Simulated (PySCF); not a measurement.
# WBr₂: triplet, from a bent start

Aim: relax WBr₂ as a triplet from a bent start, check by its vibrations whether the end is a minimum, and collect its spectrum and constants.

Computed with PySCF 2.14.0. Level: PBE0, basis W def2-TZVP with ECP60, Br def2-TZVP, scalar-relativistic core potentials, no spin–orbit coupling, density fitting.

### 1 Where the work starts

3 atoms, charge 0, spin multiplicity 3.

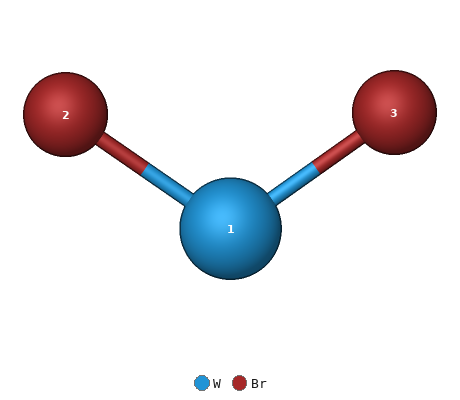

The starting geometry (tungsten blue, bromine red); atoms are numbered from 1 in the order of the file.

```xyz
3
charge 0 multiplicity 3
W     0.0000    0.0000    0.0000
Br    2.0561    0.0000    1.4397
Br   -2.0561    0.0000    1.4397
```

### 2 First SCF at the start

One driver script runs all steps and calls PySCF; scf.py shows how it sets up the SCF of each step. The optimiser is the driver's own. After this first run the driver tries any further starts and a stability analysis.

Contents of scf.py:

```python
from pyscf import gto, scf, dft
mol = gto.M(atom='''
W      0.000000     0.000000     0.000000
Br     2.056100     0.000000     1.439700
Br    -2.056100     0.000000     1.439700''',
    basis={'W': 'def2-TZVP', 'Br': 'def2-TZVP'},
    ecp={'W': 'def2-TZVP'},
    charge=0, spin=2)
mf = dft.UKS(mol, xc='PBE0')
mf.grids.atom_grid = (50, 194)
aux = {'W': 'def2-universal-JKFIT', 'Br': 'def2-universal-JKFIT'}
mf = mf.density_fit(auxbasis=aux)
mf.conv_tol = 1e-08
mf.diis_space = 10
mf.max_cycle = 60
mf.init_guess = 'minao'
mf.verbose = 4
mf.kernel()
```

Command:

```
> OMP_NUM_THREADS=4 python axn.py task.json out
```

Standard output:

```text
init E= -5193.78678109919
[... the frontier-level lines of each cycle are left out ...]
cycle= 1 E= -5214.66621152294  delta_E= -20.9  |g|= 0.404  |ddm|= 4.93
cycle= 2 E= -5214.51683925565  delta_E= 0.149  |g|= 0.634  |ddm|= 0.97
cycle= 3 E= -5214.69717394697  delta_E= -0.18  |g|= 0.324  |ddm|= 0.873
cycle= 4 E= -5214.75635622204  delta_E= -0.0592  |g|= 0.0533  |ddm|= 0.383
cycle= 5 E= -5214.75984135865  delta_E= -0.00349  |g|= 0.0356  |ddm|= 0.158
cycle= 6 E= -5214.76150446048  delta_E= -0.00166  |g|= 0.0144  |ddm|= 0.0927
cycle= 7 E= -5214.76328370931  delta_E= -0.00178  |g|= 0.0117  |ddm|= 0.118
cycle= 8 E= -5214.76357009122  delta_E= -0.000286  |g|= 0.0123  |ddm|= 0.0148
cycle= 9 E= -5214.76140728056  delta_E= 0.00216  |g|= 0.00511  |ddm|=  0.2
cycle= 10 E= -5214.76143398258  delta_E= -2.67e-05  |g|= 0.00199  |ddm|= 0.0221
cycle= 11 E= -5214.76143626678  delta_E= -2.28e-06  |g|= 0.000459  |ddm|= 0.01
cycle= 12 E= -5214.76143707085  delta_E= -8.04e-07  |g|= 0.000321  |ddm|= 0.00268
cycle= 13 E= -5214.76143785771  delta_E= -7.87e-07  |g|= 0.000197  |ddm|= 0.00318
cycle= 14 E= -5214.76143847721  delta_E= -6.2e-07  |g|= 0.000116  |ddm|= 0.00426
cycle= 15 E= -5214.76143859391  delta_E= -1.17e-07  |g|= 3.42e-05  |ddm|= 0.00218
cycle= 16 E= -5214.76143859724  delta_E= -3.32e-09  |g|= 1.07e-05  |ddm|= 0.000526
Extra cycle  E= -5214.76143859747  delta_E= -2.32e-10  |g|= 9.13e-06  |ddm|= 2.96e-05
converged SCF energy = -5214.76143859747  <S^2> = 2.0194428  2S+1 = 3.012934
```

This step, with its further starts and checks, took 45 s on 4 threads of Arm Neoverse V2, shared host.

The starts that the driver tried:

```tsv
start	energy (Eh)
the minimal-basis guess	-5214.761439
a thermally smeared density	-5214.768859
a smeared PBE density	-5214.768859
```

This is not the lowest solution: one lies 61.2 kJ/mol lower, at -5214.78476 Eh, and the relaxation starts from that.

### 3 Bent start, triplet: relaxation

The program finds C2v symmetry in the start, which this walk keeps.

scf.py: that of step 2 with these lines changed.

```diff
@@ -3,3 +3,3 @@
-W      0.000000     0.000000     0.000000
-Br     2.056100     0.000000     1.439700
-Br    -2.056100     0.000000     1.439700''',
+W      0.000000     0.000000    -0.664850
+Br     2.056100     0.000000     0.774850
+Br    -2.056100     0.000000     0.774850''',
@@ -16 +15,0 @@
-mf.init_guess = 'minao'
```

The optimiser's trace:

```tsv
step	energy (Eh)	change (kJ/mol)	largest symmetric gradient (Eh/bohr)
0	-5214.784764	0.00	0.04588
1	-5214.795006	-26.89	0.02391
2	-5214.799676	-39.15	0.00704
3	-5214.802095	-45.50	0.00495
4	-5214.803883	-50.20	0.00858
5	-5214.804295	-51.28	0.00352
6	-5214.804576	-52.01	0.00199
7	-5214.805040	-53.23	0.00213
8	-5214.805091	-53.37	0.00808
9	-5214.805518	-54.49	0.00317
10	-5214.805739	-55.07	0.00061
11	-5214.805814	-55.27	0.00027
12	-5214.805828	-55.30	0.00057
13	-5214.805830	-55.31	0.00003
```

The walk took 78 s.

Geometry (Å) and forces (eV/Å) at some steps:

```
step 0
W    0.000   0.000  -0.665   0.000   0.000   2.359
Br   2.056   0.000   0.775  -1.099   0.000  -1.180
Br  -2.056   0.000   0.775   1.099   0.000  -1.180
step 1
W    0.000   0.000  -0.560   0.000   0.000   1.230
Br   2.061   0.000   0.722  -0.432  -0.001  -0.615
Br  -2.061   0.000   0.722   0.432   0.001  -0.615
step 7
W    0.000   0.000   0.018   0.000   0.000   0.102
Br   2.337   0.000   0.434  -0.110  -0.001  -0.051
Br  -2.337   0.000   0.434   0.110   0.001  -0.051
step 13
W    0.000   0.000   0.292   0.000   0.000   0.001
Br   2.352   0.000   0.296   0.002   0.000   0.000
Br  -2.352   0.000   0.296  -0.002   0.000   0.000
```

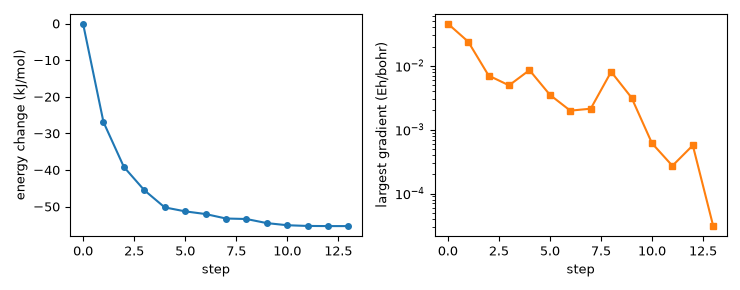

How energy and gradient fall.

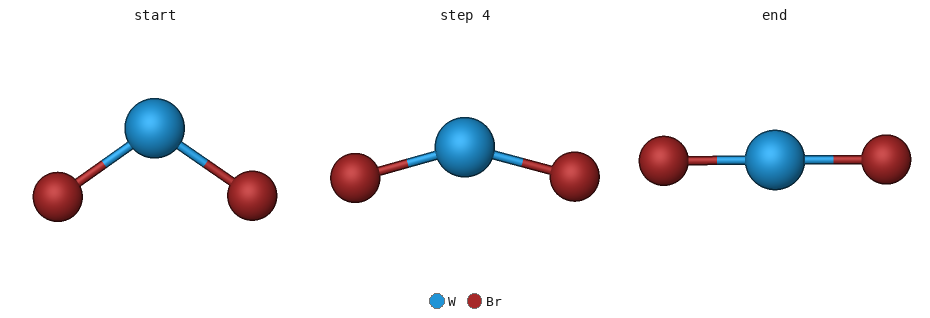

The geometry along the walk, at one scale.

End point (D∞h, 13 steps, 55.3 kJ/mol gained): W–Br 2.352 Å (×2); Br–W–Br 179.8°.

### 4 Hessian and properties

On the finer grid the gradient is checked again; gradients at displacements of ±0.02 bohr then give force constants and infrared intensities.

scf.py: that of step 3 with these lines changed.

```diff
@@ -3,3 +3,3 @@
-W      0.000000     0.000000    -0.664850
-Br     2.056100     0.000000     0.774850
-Br    -2.056100     0.000000     0.774850''',
+W      0.000000     0.000000     0.000000
+Br     2.351999     0.000000     0.000000
+Br    -2.351999     0.000000     0.000000''',
@@ -10 +10 @@
-mf.grids.atom_grid = (50, 194)
+mf.grids.atom_grid = (75, 302)
@@ -13 +13 @@
-mf.conv_tol = 1e-08
+mf.conv_tol = 1e-10
```

This SCF starts from the last density.

Log of the central SCF (cycles and frontier levels):

```text
init E= -5214.80569895999
[... the frontier-level lines of each cycle are left out ...]
cycle= 1 E= -5214.80569895999  delta_E= -5.46e-12  |g|= 9.27e-07  |ddm|= 5.92e-06
Extra cycle  E= -5214.80569896  delta_E= -9.09e-12  |g|= 9.87e-07  |ddm|= 5.5e-06
converged SCF energy = -5214.80569896  <S^2> = 2.0239258  2S+1 = 3.0159084
```

The whole step took 46 s.

Geometry: D∞h; W–Br 2.352 Å (×2); Br–W–Br 180.0°.

Harmonic modes (main isotopes):

```
symmetry  ω (cm⁻¹)  IR (km/mol)
      πu        28          0.0
     σg+       255          0.0
     σu+       307         75.7
```

All wavenumbers are real: a minimum.

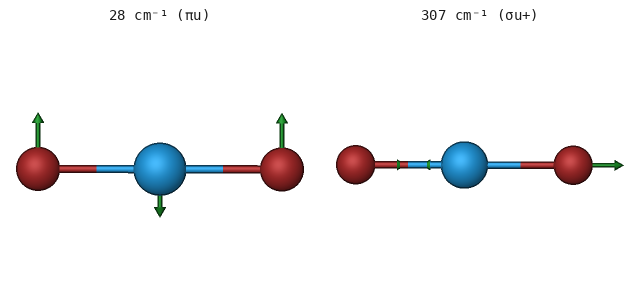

How the atoms move in 2 of the modes.

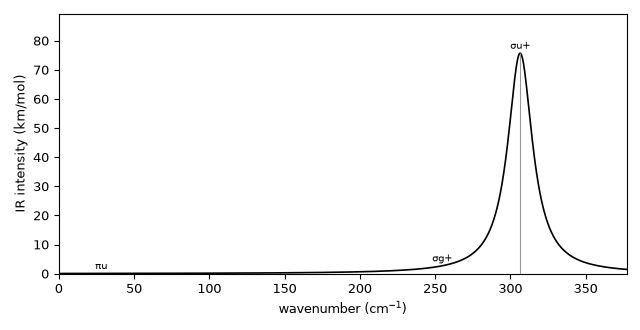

The harmonic infrared spectrum (widths in cm⁻¹). Lines are broadened to a width of 20 cm⁻¹ (Lorentzian).

Constants and moments:

```yaml
Dipole_moment: 0.00 D
Highest_occupied_level: -5.71 eV
Lowest_empty_level: -3.73 eV
Rotational_constants: 0.01931 cm⁻¹
Zero-point_energy: 3.7 kJ/mol
Principal_polarisabilities: 70.1, 70.1, 128.1 bohr³
Atomisation_energy_without_zero-point_energy: 714 kJ/mol
Principal_traceless_quadrupole_moments_about_the_centre_of_mass: -1.70, -1.70, 3.39 D Å
Entropy_at_298.15_K_and_1_bar_electronic_part_spin_only: 333.2 J/(mol K)
Heat_capacity_Cp_at_298.15_K: 60.0 J/(mol K)
Enthalpy_at_298.15_K_above_0_K: 15.65 kJ/mol
Rotational_symmetry_number: 2
Spin_squared_⟨S²⟩: 2.024
```

Populations by atom (charges in e):

```csv
atom,Mulliken,Löwdin,polar tensor,spin (Mulliken),Mayer order to W1
W1,0.50,-0.28,0.86,2.19,–
"Br2,3",-0.25,0.14,-0.43,-0.10,1.29
```

Mulliken populations on W1 (outside its core potential): s 3.27, p 6.23, d 3.96, f 0.04.

### 5 Results

```
                                          quantity                              value
                                           minimum                       triplet, D∞h
                                          geometry  W–Br 2.352 Å (×2); Br–W–Br 180.0°
                                wavenumbers (cm⁻¹)      28 (πu), 255 (σg+), 307 (σu+)
                                     dipole moment                             0.00 D
highest occupied, lowest empty level (either spin)                    -5.71, -3.73 eV
                         polar-tensor charge of W1                            +0.86 e
                                 zero-point energy                         3.7 kJ/mol
                               entropy at 298.15 K                    333.2 J/(mol K)
         atomisation energy (no zero-point energy)                         714 kJ/mol
                                              ⟨S²⟩                              2.024
```

In words: The bent start (C2v) ends in a minimum of D∞h symmetry. In the infrared the band at 307 cm⁻¹ (σu+, stretch) leads. The dipole vanishes although W1 carries +0.9 e by the polar tensor: the bond dipoles cancel. Most of the spin sits on W1 (Mulliken spin 2.19, against 2 for the whole molecule). The first SCF alone would have been 61 kJ/mol too high. Other starts or spin states, not run here, may lie lower. One determinant may miss the lowest occupation of an open d or f shell. With an element this heavy the missing spin–orbit coupling can shift these numbers.

The search up to here took 2.8 min.
